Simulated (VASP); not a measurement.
Shape and ions are relaxed at each volume.

Energy against volume of Er (hcp). Level of theory: r2SCAN+rVV10, VASP's PBE PAW potentials (set 64) (plane waves; VASP).

The 4f electrons are frozen in the core of the lanthanide potential, so 4f levels, which can set the real gap, and their magnetism are missing.

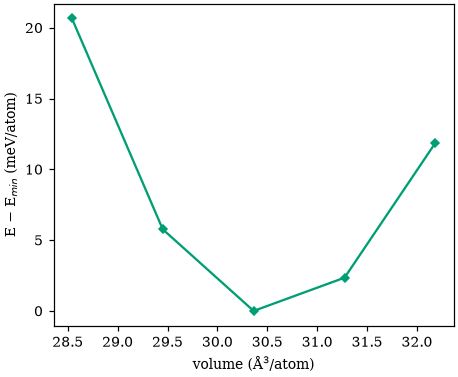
*Energy against volume*

Task: Estimate the equilibrium volume and the bulk modulus.

Result: The minimum lies near 30.5 Å³/atom, and the curvature gives B0 of about 47 GPa.

Measured: bulk modulus 44.4 GPa (computed value off by +5.0 %), as given by Wikipedia, Erbium (infobox). The calculation is for a static lattice, while the measured bulk modulus holds thermal and zero-point effects, which are part of the difference.

The compound is Er in the hcp structure. It was relaxed first.
